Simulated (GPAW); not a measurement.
# Li/Cu(111): work function by functional and basis, part 2 of 2

Wanted: work functions and dipole of Li/Cu(111), with the cost of each level.

GPAW 26.7.0; GPAW, PAW setups; slab in vacuum, relaxation (the session's first sound run).

So far, upper work function (eV): step 2 (relaxing the atoms, PBE, GPAW) 4.14; step 3 (the slab's potential, PBE, GPAW) 4.14; step 4 (self-consistent run: xc = "LDA") 4.22; step 5 (self-consistent run: xc = "revPBE") 4.09.

## (6) Self-consistent run: xc = "vdW-DF2"

The same geometry under vdW-DF2, to see how far the functional moves the levels against the vacuum (the van der Waals functionals take revPBE setups).

The input, run.py:

```python
import json
import numpy as np
from ase import Atoms
from gpaw import GPAW, PW

slab = Atoms(
    ['Cu', 'Cu', 'Cu', 'Cu', 'Li'],
    positions=[
        [0.00000, 0.00000, 9.00000],
        [1.27633, 0.73689, 11.08423],
        [2.55266, 1.47378, 13.20196],
        [-0.00000, 0.00000, 15.34110],
        [1.27633, 0.73689, 17.46042]],
    cell=[[2.55266, 0.0, 0.0], [1.27633, 2.21066, 0.0], [0.0, 0.0, 26.55072]],
    pbc=[True, True, False])

slab.calc = GPAW(mode=PW(400), xc='vdW-DF2', kpts={'size': (14, 14, 1), 'gamma': True},
                 occupations={'name': 'fermi-dirac', 'width': 0.1}, nbands='300%',
                 convergence={'density': 1e-05}, maxiter=200,
                 poissonsolver={'dipolelayer': 'xy'},
                 symmetry={'tolerance': 1e-3}, txt='slab.txt')
result = {}
energy = slab.get_potential_energy()
fermi = slab.calc.get_fermi_level()
v = slab.calc.get_electrostatic_potential().mean((0, 1)) - fermi
n = slab.calc.get_pseudo_density().mean((0, 1))
L = slab.cell[2, 2]
z = np.arange(len(v)) * L / len(v)
low, high = slab.positions[:, 2].min(), slab.positions[:, 2].max()
below, above = np.interp([low - 6.8, high + 6.8], z, v)
slopes = [np.interp(x, z, np.gradient(v, z)) for x in (low - 6.8, high + 6.8)]
eps = np.array([[slab.calc.get_eigenvalues(k, s) for k in range(len(slab.calc.get_ibz_k_points()))]
                for s in range(slab.calc.get_number_of_spins())]) - fermi
top, bottom = eps[eps < 0].max(), eps[eps > 0].min()
dipole = slab.get_dipole_moment()[2]
print(f'energy {energy:.4f} eV, Fermi level {fermi:.4f} eV, dipole {dipole:.5f} e A')
print(f'potential 6.8 A off the faces, from the Fermi level: lower {below:.4f} eV, upper {above:.4f} eV')
print(f'slope of the potential there: lower {slopes[0]:.5f}, upper {slopes[1]:.5f} eV/A')
print(f'nearest levels on the mesh: {top:.4f} and {bottom:.4f} eV')
print('magnetic moment', round(slab.get_magnetic_moment(), 3))
result.update(energy=energy, fermi=fermi, dipole=dipole, below=below, above=above, slopes=slopes, edges=[top, bottom],
              z=z.tolist(), v=v.tolist(), n=n.tolist(), positions=slab.positions.tolist(),
              forces=slab.get_forces(apply_constraint=False).tolist(), moments=slab.get_magnetic_moments().tolist())
json.dump(result, open('result.json', 'w'))
```

On the command line:

```sh
$ OMP_NUM_THREADS=1 OPENBLAS_NUM_THREADS=1 python run.py
```

The program printed:

```text
energy -242.1288 eV, Fermi level 0.0282 eV, dipole 0.02934 e A
potential 6.8 A off the faces, from the Fermi level: lower 5.1330 eV, upper 4.2134 eV
slope of the potential there: lower -0.00175, upper 0.00107 eV/A
nearest levels on the mesh: -0.0292 and 0.0073 eV
magnetic moment 0.0
```

It took 25 min on 1 thread of Arm Neoverse N1, shared host; peak memory 0.33 GiB.

Numbers from this step:

| Item | Value |
| --- | --- |
| dipole along the normal | 0.02934 e·Å |
| levels nearest the Fermi level on the mesh | -0.02923, 0.007321 eV from the Fermi level |
| upper work function | 4.213 eV |
| lower work function | 5.133 eV |

The electrostatic potential energy of an electron (without an applied field's), less the Fermi level, planar mean oscillates, so the rows of the table below give means over windows of 2.12 Å about each position, cut where the curve ends. Its maxima inside the range that stand out by 2 % of the span (Å: eV): 10.0: -0.402, 12.1: -0.124, 14.2: -0.0214, 16.5: 0.579. Its minima: 9.0: -18.9, 11.0: -19.1, 13.2: -19.0, 15.3: -18.9, 17.5: -6.05.

Table of electrostatic potential energy of an electron (without an applied field's), less the Fermi level, planar mean by z; means over each step:

| z (Å) | electrostatic potential energy of an electron (without an applied field's), less the Fermi level, planar mean (eV) |
| --- | --- |
| 1.06 | 5.09 |
| 3.18 | 5.13 |
| 5.30 | 5.11 |
| 7.42 | 2.91 |
| 9.54 | -8.13 |
| 11.66 | -8.09 |
| 13.78 | -7.93 |
| 15.90 | -7.33 |
| 18.02 | -1.70 |
| 20.14 | 3.92 |
| 22.26 | 4.20 |
| 24.38 | 4.21 |

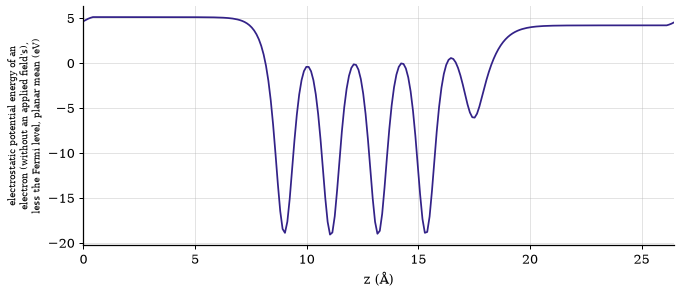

Electrostatic potential energy of an electron (without an applied field's), less the Fermi level, planar mean, plotted against z.

The upper face's work function is 4.213 eV, against 4.137 eV in the first plane-wave PBE run at this geometry.

## (7) Self-consistent run: xc = "RPBE"

The same geometry under RPBE, to see how far the functional moves the levels against the vacuum.

run.py: that of step 6 with these lines changed.

```diff
@@ -16,3 +16,3 @@
 
-slab.calc = GPAW(mode=PW(400), xc='vdW-DF2', kpts={'size': (14, 14, 1), 'gamma': True},
+slab.calc = GPAW(mode=PW(400), xc='RPBE', kpts={'size': (14, 14, 1), 'gamma': True},
                  occupations={'name': 'fermi-dirac', 'width': 0.1}, nbands='300%',
```

The program printed:

```text
energy -13.1630 eV, Fermi level 0.2212 eV, dipole 0.01768 e A
potential 6.8 A off the faces, from the Fermi level: lower 4.6418 eV, upper 4.0938 eV
slope of the potential there: lower -0.00012, upper 0.00032 eV/A
nearest levels on the mesh: -0.0505 and 0.0045 eV
magnetic moment 0.0
```

Elapsed: 5.6 min, on 1 thread; peak memory 0.24 GiB.

This step gave:

```
dipole along the normal                    : 0.01768 e·Å
levels nearest the Fermi level on the mesh : -0.05051, 0.004495 eV from the Fermi level
upper work function                        : 4.094 eV
lower work function                        : 4.642 eV
```

The electrostatic potential energy of an electron (without an applied field's), less the Fermi level, planar mean oscillates, so the rows of the table below give means over windows of 2.12 Å about each position, cut where the curve ends. Its maxima inside the range that stand out by 2 % of the span (Å: eV): 10.0: -0.241, 12.1: 0.0374, 14.2: 0.134, 16.5: 0.579. Its minima: 9.0: -19.0, 11.0: -19.2, 13.2: -19.1, 15.3: -19.0, 17.5: -6.31.

Electrostatic potential energy of an electron (without an applied field's), less the Fermi level, planar mean against z; means over each step:

| z (Å) | electrostatic potential energy of an electron (without an applied field's), less the Fermi level, planar mean (eV) |
| --- | --- |
| 1.06 | 4.62 |
| 3.18 | 4.64 |
| 5.30 | 4.63 |
| 7.42 | 2.56 |
| 9.54 | -8.14 |
| 11.66 | -8.07 |
| 13.78 | -7.92 |
| 15.90 | -7.40 |
| 18.02 | -1.88 |
| 20.14 | 3.84 |
| 22.26 | 4.09 |
| 24.38 | 4.09 |

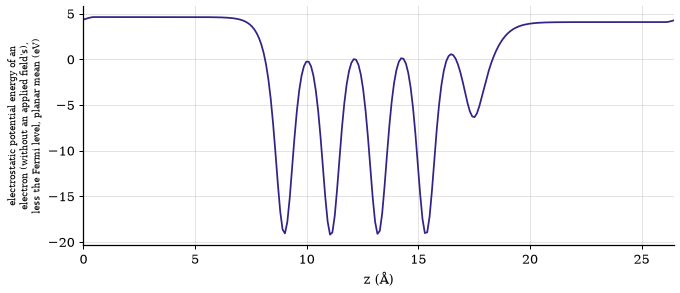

Electrostatic potential energy of an electron (without an applied field's), less the Fermi level, planar mean, plotted against z.

The upper face's work function is 4.094 eV, against 4.137 eV in the first plane-wave PBE run at this geometry.

## (8) OptPBE vdW: xc = "optPBE-vdW"

The same geometry under optPBE-vdW, to see how far the functional moves the levels against the vacuum (the van der Waals functionals take revPBE setups).

run.py: that of step 7 with these lines changed.

```diff
@@ -16,3 +16,3 @@
 
-slab.calc = GPAW(mode=PW(400), xc='RPBE', kpts={'size': (14, 14, 1), 'gamma': True},
+slab.calc = GPAW(mode=PW(400), xc='optPBE-vdW', kpts={'size': (14, 14, 1), 'gamma': True},
                  occupations={'name': 'fermi-dirac', 'width': 0.1}, nbands='300%',
```

The program printed:

```text
energy -59.0097 eV, Fermi level 0.0543 eV, dipole 0.02401 e A
potential 6.8 A off the faces, from the Fermi level: lower 4.9578 eV, upper 4.2074 eV
slope of the potential there: lower -0.00021, upper 0.00039 eV/A
nearest levels on the mesh: -0.0056 and 0.1315 eV
magnetic moment 0.0
```

Wall time 5.6 min (1 thread); peak memory 0.33 GiB.

This step gave:

| Property | Result |
| --- | --- |
| dipole along the normal | 0.02401 e·Å |
| levels nearest the Fermi level on the mesh | -0.005637, 0.1315 eV from the Fermi level |
| upper work function | 4.207 eV |
| lower work function | 4.958 eV |

The electrostatic potential energy of an electron (without an applied field's), less the Fermi level, planar mean oscillates, so the rows of the table below give means over windows of 2.12 Å about each position, cut where the curve ends. Its maxima inside the range that stand out by 2 % of the span (Å: eV): 10.0: -0.216, 12.1: 0.0674, 14.2: 0.165, 16.5: 0.638. Its minima: 9.0: -18.8, 11.0: -19.0, 13.2: -18.9, 15.3: -18.8, 17.5: -6.21.

The electrostatic potential energy of an electron (without an applied field's), less the Fermi level, planar mean by z; means over each step:

| z (Å) | electrostatic potential energy of an electron (without an applied field's), less the Fermi level, planar mean (eV) |
| --- | --- |
| 1.06 | 4.92 |
| 3.18 | 4.96 |
| 5.30 | 4.94 |
| 7.42 | 2.79 |
| 9.54 | -8.03 |
| 11.66 | -7.95 |
| 13.78 | -7.80 |
| 15.90 | -7.28 |
| 18.02 | -1.80 |
| 20.14 | 3.92 |
| 22.26 | 4.20 |
| 24.38 | 4.21 |

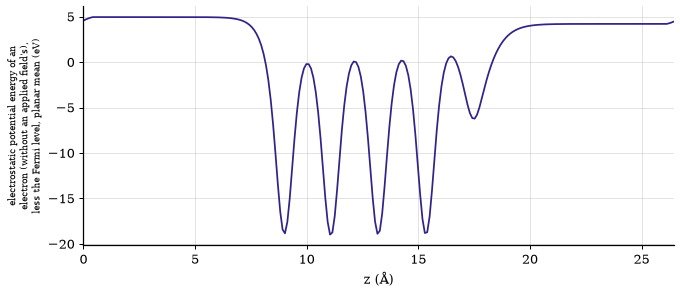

Electrostatic potential energy of an electron (without an applied field's), less the Fermi level, planar mean, plotted against z.

The upper face's work function is 4.207 eV, against 4.137 eV in the first plane-wave PBE run at this geometry.

## (9) Real-space grid: mode = "fd"

A real-space grid is a second complete basis, so it checks the plane-wave result.

run.py: that of step 8 with these lines changed.

```diff
@@ -3,3 +3,3 @@
 from ase import Atoms
-from gpaw import GPAW, PW
+from gpaw import GPAW
 
@@ -16,3 +16,3 @@
 
-slab.calc = GPAW(mode=PW(400), xc='optPBE-vdW', kpts={'size': (14, 14, 1), 'gamma': True},
+slab.calc = GPAW(mode='fd', h=0.18, xc='PBE', kpts={'size': (14, 14, 1), 'gamma': True},
                  occupations={'name': 'fermi-dirac', 'width': 0.1}, nbands='300%',
```

The program printed:

```text
energy -16.2557 eV, Fermi level -4.4712 eV, dipole 0.02155 e A
potential 6.8 A off the faces, from the Fermi level: lower 4.8079 eV, upper 4.1345 eV
slope of the potential there: lower -0.00001, upper 0.00003 eV/A
nearest levels on the mesh: -0.0447 and 0.0075 eV
magnetic moment 0.0
```

It took 25 min on 1 thread; peak memory 0.88 GiB.

This step gave:

- dipole along the normal: 0.02155 e·Å
- levels nearest the Fermi level on the mesh: -0.04473, 0.007527 eV from the Fermi level
- upper work function: 4.135 eV
- lower work function: 4.808 eV

The upper face's work function is 4.135 eV, against 4.137 eV in the first plane-wave PBE run at this geometry.

## (10) Atomic orbitals: mode = "lcao"

Atom-centred orbitals end a few angstrom from the surface, which tests how much the density's tail matters.

run.py: that of step 9 with these lines changed.

```diff
@@ -16,4 +16,4 @@
 
-slab.calc = GPAW(mode='fd', h=0.18, xc='PBE', kpts={'size': (14, 14, 1), 'gamma': True},
-                 occupations={'name': 'fermi-dirac', 'width': 0.1}, nbands='300%',
+slab.calc = GPAW(mode='lcao', basis='dzp', h=0.18, xc='PBE', kpts={'size': (14, 14, 1), 'gamma': True},
+                 occupations={'name': 'fermi-dirac', 'width': 0.1}, nbands='120%',
                  convergence={'density': 1e-05}, maxiter=200,
```

The program printed:

```text
energy -14.6707 eV, Fermi level -4.0549 eV, dipole 0.01979 e A
potential 6.8 A off the faces, from the Fermi level: lower 4.3633 eV, upper 3.7466 eV
slope of the potential there: lower -0.00000, upper -0.00000 eV/A
nearest levels on the mesh: -0.0554 and 0.0660 eV
magnetic moment 0.0
```

Run time: 6 min. Hardware: 1 thread; peak memory 0.24 GiB.

Numbers from this step:

- dipole along the normal: 0.01979 e·Å
- levels nearest the Fermi level on the mesh: -0.05542, 0.06595 eV from the Fermi level
- upper work function: 3.747 eV
- lower work function: 4.363 eV

The electrostatic potential energy of an electron (without an applied field's), less the Fermi level, planar mean oscillates, so the rows of the table below give means over windows of 2.15 Å about each position, cut where the curve ends. Its maxima inside the range that stand out by 2 % of the span (Å: eV): 10.0: -0.283, 12.1: -0.0163, 14.3: 0.109, 16.5: 0.424. Its minima: 9.0: -18.9, 11.1: -19.1, 13.2: -19.1, 15.3: -19.1, 17.5: -6.29.

Electrostatic potential energy of an electron (without an applied field's), less the Fermi level, planar mean against z; means over each step:

| z (Å) | electrostatic potential energy of an electron (without an applied field's), less the Fermi level, planar mean (eV) |
| --- | --- |
| 1.07 | 4.36 |
| 3.22 | 4.36 |
| 5.37 | 4.36 |
| 7.52 | 1.74 |
| 9.67 | -8.26 |
| 11.82 | -8.09 |
| 13.97 | -7.90 |
| 16.12 | -6.68 |
| 18.27 | -1.03 |
| 20.42 | 3.66 |
| 22.57 | 3.75 |
| 24.72 | 3.75 |

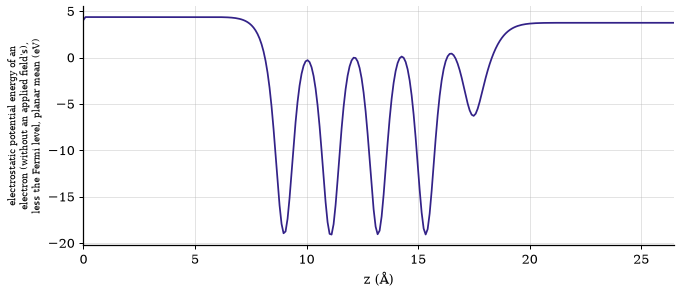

Electrostatic potential energy of an electron (without an applied field's), less the Fermi level, planar mean against z.

The upper face's work function is 3.747 eV, against 4.137 eV in the first plane-wave PBE run at this geometry.

## (11) All levels side by side

Times are for 1 thread of Arm Neoverse N1, shared host. The series side by side:

| no. | run | upper work function (eV) | lower work function (eV) | time | memory (GiB) |
| --- | --- | --- | --- | --- | --- |
| 1 | pw | 4.137 | 4.818 | 6.4 min | 0.24 |
| 2 | LDA | 4.221 | 5.176 | 6.4 min | 0.24 |
| 3 | revPBE | 4.092 | 4.666 | 5.7 min | 0.24 |
| 4 | vdW DF2 | 4.213 | 5.133 | 25 min | 0.33 |
| 5 | RPBE | 4.094 | 4.642 | 5.6 min | 0.24 |
| 6 | optPBE vdW | 4.207 | 4.958 | 5.6 min | 0.33 |
| 7 | fd | 4.135 | 4.808 | 25 min | 0.88 |
| 8 | lcao | 3.747 | 4.363 | 6 min | 0.24 |

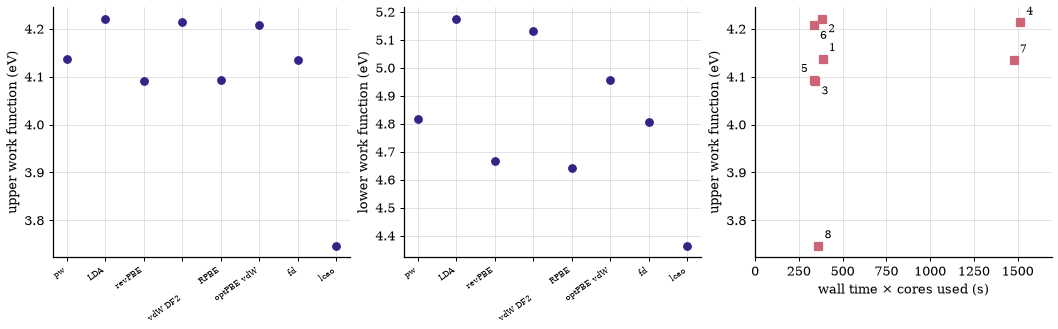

The series as plots; the last panel sets the first result against cost, with the runs numbered as in the table.

## (12) Side by side

Results and costs are gathered.

This step: comparison of work functions, dipole and cost (GPAW 26.7.0).

Ladder, by row:

| step | code | work function, upper (eV) | work function, lower (eV) | dipole (e Å) | wall time (s) | peak memory (GiB) | threads |
| --- | --- | --- | --- | --- | --- | --- | --- |
| pw | GPAW | 4.137 | 4.818 | 0.02183 | 385.9 | 0.24 | 1 |
| LDA | GPAW | 4.221 | 5.176 | 0.03038 | 382.2 | 0.24 | 1 |
| revPBE | GPAW | 4.092 | 4.666 | 0.01851 | 343.4 | 0.24 | 1 |
| vdW-DF2 | GPAW | 4.213 | 5.133 | 0.02934 | 1513 | 0.33 | 1 |
| RPBE | GPAW | 4.094 | 4.642 | 0.01768 | 337.4 | 0.24 | 1 |
| optPBE-vdW | GPAW | 4.207 | 4.958 | 0.02401 | 335.4 | 0.33 | 1 |
| fd | GPAW | 4.135 | 4.808 | 0.02155 | 1477 | 0.88 | 1 |
| lcao | GPAW | 3.747 | 4.363 | 0.01979 | 361.5 | 0.24 | 1 |

## (13) A changed run

One more run, with changed settings.

This step: GPAW, PAW setups; slab in vacuum (GPAW 26.7.0).

run.py: that of step 10 with these lines changed.

```diff
@@ -3,3 +3,3 @@
 from ase import Atoms
-from gpaw import GPAW
+from gpaw import GPAW, PW
 
@@ -16,5 +16,5 @@
 
-slab.calc = GPAW(mode='lcao', basis='dzp', h=0.18, xc='PBE', kpts={'size': (14, 14, 1), 'gamma': True},
-                 occupations={'name': 'fermi-dirac', 'width': 0.1}, nbands='120%',
-                 convergence={'density': 1e-05}, maxiter=200,
+slab.calc = GPAW(mode=PW(400), xc='PBE', kpts={'size': (14, 14, 1), 'gamma': True},
+                 occupations={'name': 'fermi-dirac', 'width': 0.1}, nbands='300%',
+                 convergence={'density': 1e-05}, maxiter=75,
                  poissonsolver={'dipolelayer': 'xy'},
@@ -29,4 +29,4 @@
 low, high = slab.positions[:, 2].min(), slab.positions[:, 2].max()
-below, above = np.interp([low - 6.8, high + 6.8], z, v)
-slopes = [np.interp(x, z, np.gradient(v, z)) for x in (low - 6.8, high + 6.8)]
+below, above = np.interp([low - 1.0, high + 1.0], z, v)
+slopes = [np.interp(x, z, np.gradient(v, z)) for x in (low - 1.0, high + 1.0)]
 eps = np.array([[slab.calc.get_eigenvalues(k, s) for k in range(len(slab.calc.get_ibz_k_points()))]
@@ -36,3 +36,3 @@
 print(f'energy {energy:.4f} eV, Fermi level {fermi:.4f} eV, dipole {dipole:.5f} e A')
-print(f'potential 6.8 A off the faces, from the Fermi level: lower {below:.4f} eV, upper {above:.4f} eV')
+print(f'potential 1.0 A off the faces, from the Fermi level: lower {below:.4f} eV, upper {above:.4f} eV')
 print(f'slope of the potential there: lower {slopes[0]:.5f}, upper {slopes[1]:.5f} eV/A')
```

The program printed:

```text
energy -15.2068 eV, Fermi level 0.0996 eV, dipole 0.02182 e A
potential 1.0 A off the faces, from the Fermi level: lower 1.5340 eV, upper 0.8602 eV
slope of the potential there: lower -8.59483, upper 5.41967 eV/A
nearest levels on the mesh: -0.0469 and 0.0069 eV
magnetic moment 0.0
```

Wall time 6.3 min (1 thread); peak memory 0.23 GiB.

The run finished. A setting was moved off its sound value on purpose, so it serves as a test and not as the result.

The fault put into the input: the potential probed 1 A off the face (probe = 1.0).

## (14) Summary of results

```json
{
  "work function, upper and lower face": "4.137 and 4.818 eV",
  "dipole along the normal": "0.0218 e Å"
}
```

With plane waves and PBE the work function is 4.14 eV on the upper face and 4.82 eV on the lower. The two faces differ by 0.68 eV, the step that the slab's dipole makes (e p/(ε0 A) gives 0.70 eV), so the dipole layer is needed. Over the sound runs of the table the upper face's work function spans 3.747 (lcao) to 4.221 eV (LDA). Atomic orbitals miss the plane-wave value by -0.39 eV, since they describe the tail of the density in the vacuum poorly. The cell of 5.64 Å² holds one Li, started on one chosen site; other sites and coverages weren't tried. The in-plane lattice was kept as typed, which isn't the functional's own and leaves some strain; spin-orbit coupling and temperature are left out.

[Logs are printed without paths, hosts, clocks, repeated set-up lines and the standing remarks that a program may print on its own settings, such as how far it seeks lower states.]

[Hosts, paths, dates, database ids (printed as entryN), source tags and the programs' standing remarks are cut or masked in the printed files.]
